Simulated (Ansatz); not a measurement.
## Electronic structure of AlFH5NO2 in real space

```tsv
atom	x (Å)	y (Å)	z (Å)
Al	0.0032	0.0094	0.2297
F	-0.2757	-0.7921	1.6577
O	1.5876	-0.0287	-0.4240
H	1.8547	-0.6406	-1.0910
O	-1.3289	0.0254	-0.8533
H	-2.0966	-0.5008	-0.6952
N	0.0936	1.9214	0.9028
H	1.0085	2.2853	0.6983
H	-0.5899	2.4922	0.4366
H	-0.0619	1.9810	1.8940
```

The calculation used RHF/6-31G* (Ansatz).

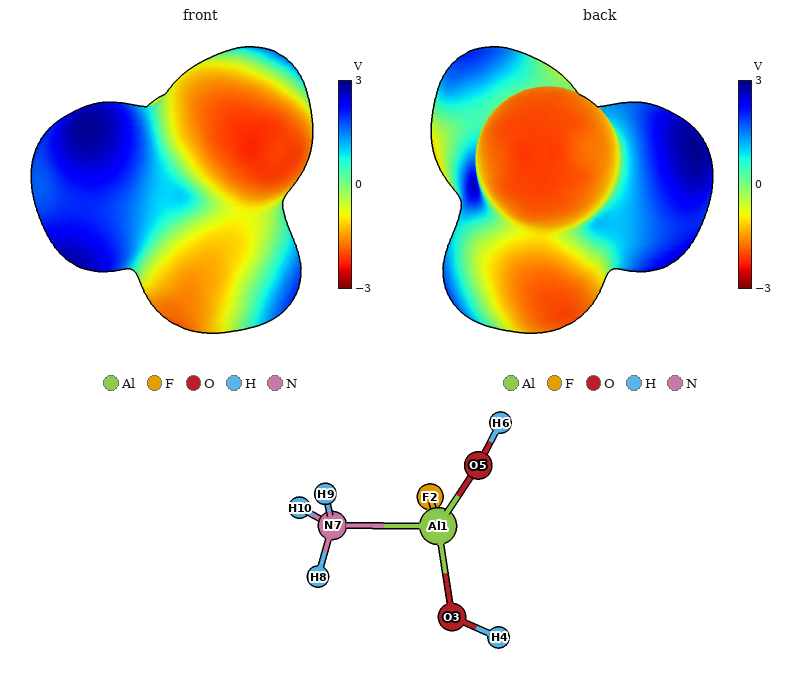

Figure 1. The electrostatic potential painted on the density surface at 0.002 e/bohr³, seen from the front and from behind; red is negative and blue positive. The bare structure is drawn below in the same view.

Describe the electrostatic potential map.

The most negative region (about −2.2 V) lies over O5, the most positive (about +2.9 V) over H9 and H10. O5 is the likeliest acceptor of a hydrogen bond.

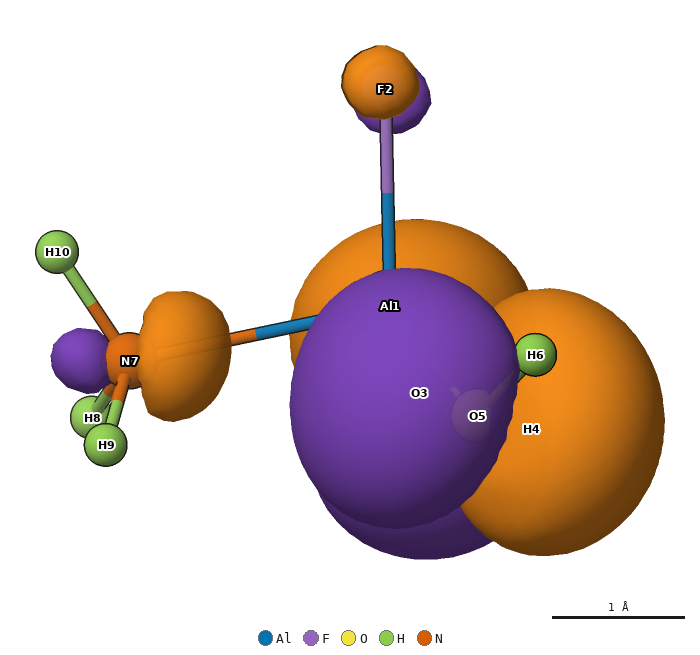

Figure 2. The HOMO at ±0.1 Å⁻³ᐟ² (orange and purple are the two phases), seen from one side.

Where does this orbital lie, and at what energy?

By Hirshfeld shares it lies mainly on O5 (about 50 %) and O3 (about 35 %); largely a combination of lone pairs on O5 and O3. Its energy is −12.24 eV.

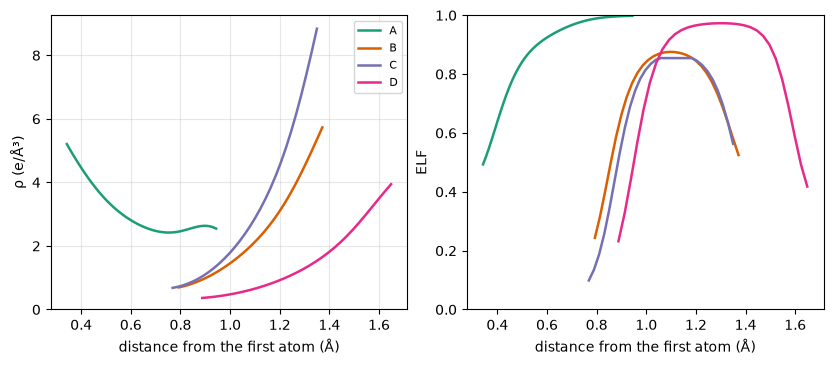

Figure 3. Electron density and ELF along straight lines between neighbouring atoms. The curves leave out the atomic cores.

Which curve belongs to which contact (Al–F, Al–N, Al–O and O–H)? The first atom named is at distance zero.

Curve A: O–H (0.94 Å): the density is about 3.7 e/Å³ at the midpoint; the ELF climbs to about 1 towards the hydrogen, as it does in any bond to H; an ordinary covalent bond to hydrogen. Curve B: Al–O (1.71 Å): ρ at the midpoint is about 0.84 e/Å³; the ELF peaks at about 0.90 in the valence shell of O, 0.6 Å from its nucleus, and is about 0.50 at the midpoint. Curve C: Al–F (1.66 Å): ρ at the midpoint is about 0.82 e/Å³; the ELF peaks at about 0.85 in the valence shell of F, 0.6 Å from its nucleus, and is about 0.25 at the midpoint. Curve D: Al–N (2.03 Å): ρ at the midpoint is about 0.5 e/Å³; the ELF peaks at about 1 in the valence shell of N, 0.7 Å from its nucleus, and is about 0.75 at the midpoint.
